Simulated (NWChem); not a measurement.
# UM06-2X/jun-cc-pV(D+d)Z run of C2H3Si (SMILES [C]#C[SiH3])

What is the electronic atomisation energy of C2H3Si at UM06-2X/jun-cc-pV(D+d)Z? 

Program for the calculation: NWChem 7.3.0.

## Step 1: The molecule

The species is C2H3Si (6 atoms), meant as a doublet with charge 0. As SMILES, `[C]#C[SiH3]`. The coordinates come from a PBE0-D4/def2-TZVP relaxation.

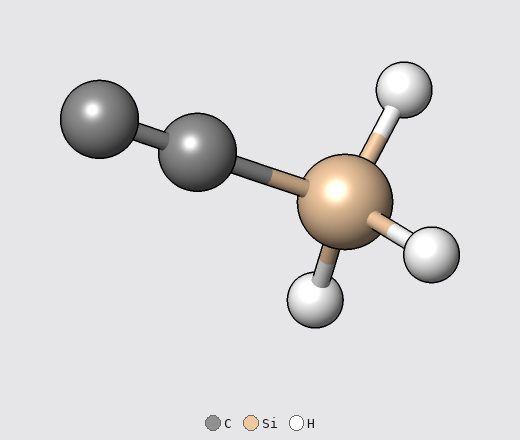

The structure, seen from a chosen angle (carbon grey, silicon light orange, hydrogen white).

## Step 2: The energy at UM06-2X/jun-cc-pV(D+d)Z (run 1)

mol.xyz reads:

```xyz
6

C      1.099800    -1.943700     1.067500
C      0.563900    -0.994100     0.538900
Si    -0.246300     0.437400    -0.257000
H     -1.451000    -0.035700    -0.979200
H      0.706200     1.059100    -1.207200
H     -0.630600     1.412800     0.790800
```

mol.nw reads:

```
start mol
memory 2200 mb
charge 0
geometry units angstrom noautosym nocenter noautoz
   load format xyz mol.xyz
end
basis spherical bse
   * library "jun-cc-pV(D+d)Z"
end
dft
   xc m06-2x
   mult 2
   grid fine
   convergence energy 1e-08
   maxiter 100
   mulliken
   noprint "final vectors analysis"
end
task dft energy
```

Run with:

```console
$ nwchem mol.nw > mol.out
```

What it wrote:

```text
[...]
          Wavefunction type:  spin polarized.
          No. of atoms     :     6
          No. of electrons :    29
[...]
          Charge           :     0
          Spin multiplicity:     2
[...]
          AO basis - number of functions:    78
[...]
              XC Information
              --------------
                       M06-2X Method XC Functional
                     Hartree-Fock (Exact) Exchange  0.540
                        M06-2X Exchange Functional  1.000
                      M06-2X Correlation Potential  1.000
[...]
 d= 0,ls=0.0,diis     1   -367.2182216038 -4.44D+02  6.03D-03  5.92D-02     3.8
[...]
 d= 0,ls=0.0,diis    13   -367.2713050018 -1.64D-09  1.74D-07  5.24D-11    37.2
[...]
         Total DFT energy =     -367.271305001765
      One electron energy =     -656.007417890253
           Coulomb energy =      245.081822181249
    Exchange-Corr. energy =      -32.712847754799
 Nuclear repulsion energy =       76.367138462037
[...]
      Total Density - Mulliken Population Analysis
     ---------------------------------------------
    Atom       Charge   Shell Charges
 -----------   ------   -------------------------------------------------------
    1 C    6     6.04   2.01  0.70  0.71 -0.13  1.82  0.83  0.05  0.04
    2 C    6     6.06   2.01  0.69  0.57  0.00  1.99  0.70  0.07  0.03
    3 Si  14    13.77   2.00  2.03  0.76  0.42  0.02  6.01  1.53  0.73  0.02  0.01  0.24
    4 H    1     1.04   0.72  0.31  0.01
    5 H    1     1.04   0.72  0.31  0.01
    6 H    1     1.04   0.72  0.31  0.01
[...]
      <S2> =      0.7758 (Exact =     0.7500)
[...]
```

It took 38 s on 1 thread of Intel Xeon Platinum 8488C (Sapphire Rapids), shared host; peak memory 0.11 GiB.

## Step 3: The C atom, same level (run 2)

c.nw reads:

```
START c
memory stack 880 mb heap 220 mb global 1100 mb

GEOMETRY units angstroms noautosym nocenter noautoz
  C      0.000000     0.000000     0.000000
END

BASIS spherical bse
  * library "jun-cc-pV(D+d)Z"
END

DFT
  xc m06-2x
  mult 3
  grid fine
  convergence energy 1e-08
  iterations 100
  mulliken
  print low
END

TASK dft
```

Run the same way, it converges to -37.83823 Eh (log not shown).

Run 3 isn't shown in full; the table further down has it.

## Step 4: The Si atom at the same level (run 4)

job.nw reads:

```
start job
memory total 2200 mb
charge 0
geometry noautosym nocenter noautoz
Si    0.000000    0.000000    0.000000
end
basis "ao basis" spherical bse
Si library "jun-cc-pV(D+d)Z"
end
dft
xc m06-2x
mult 3
grid fine
convergence energy 1e-08
maxiter 100
mulliken
print low
end
task dft energy
```

Run the same way, it converges to -289.34437 Eh (log not shown).

## Step 5: All runs side by side

```csv
run,partner,energy (Eh),⟨S²⟩,wall time
1,base,-367.271305,0.776,38 s
2,atoms,-37.838231,2.003,1.1 s
3,atoms,-0.497411,0.750,0.7 s
4,atoms,-289.344375,2.002,2.8 s
```

## Step 6: What came out

At UM06-2X/jun-cc-pV(D+d)Z:

```
                     quantity          value
        Si atom: total energy  -289.34437 Eh
                Si atom: ⟨S²⟩          2.002
electronic atomisation energy      20.633 eV
```

**Reading.** Taking the molecule apart into free atoms costs 20.63 eV (1991 kJ/mol), before zero-point energy and without spin-orbit coupling. All runs together took 43 s, the longest 38 s.
